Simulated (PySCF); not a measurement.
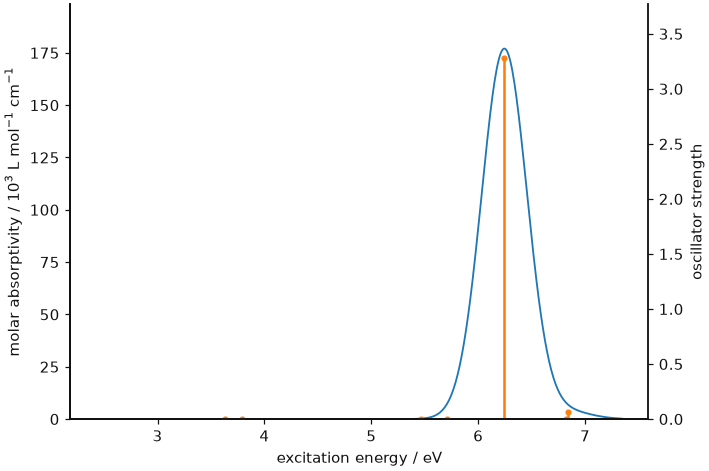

Computed absorption of C₄N₂S (cyanoethynyl isothiocyanate), SMILES N#CC#CN=C=S. Vertical TDDFT excitations, PBE0/def2-SVPD with PySCF 2.14.0, at a PBE0-D3(BJ)/def2-SVP geometry (no frequency check), gas phase. Only the first 10 singlet excitations are included; each is broadened by a Gaussian of 1/e half-width 0.30 eV. Sticks give oscillator strengths (right axis). States within 0.01 eV of each other are merged, with their strengths summed. The highest state may be half of a pair whose partner wasn't computed.

### Where is the lowest singlet, and is it bright?

S1 lies at 3.63 eV (341 nm) with f = 0.000, mixed, the largest part being HOMO → LUMO (49 %); it is dark or nearly so.

### List the transitions behind the spectrum.

| state | E (eV) | λ (nm) | f | main character |
| --- | --- | --- | --- | --- |
| S1 | 3.63 | 341 | 0.000 | HOMO → LUMO (49 %) |
| S2/S3 | 3.79 | 327 | 0.000 | HOMO−1 → LUMO+1/LUMO |
| S4 | 5.47 | 227 | 0.000 | HOMO−3 → LUMO (34 %) |
| S5/S6 | 5.71 | 217 | 0.000 | HOMO−3/HOMO−2 → LUMO+1 |
| S7 | 6.24 | 199 | 3.278 | HOMO−1 → LUMO (47 %) |
| S8 | 6.82 | 182 | 0.001 | HOMO → LUMO+3 (37 %) |
| S9/S10 | 6.84 | 181 | 0.064 | HOMO−1/HOMO → LUMO+2 |

Caveats: core orbitals are frozen in the response.
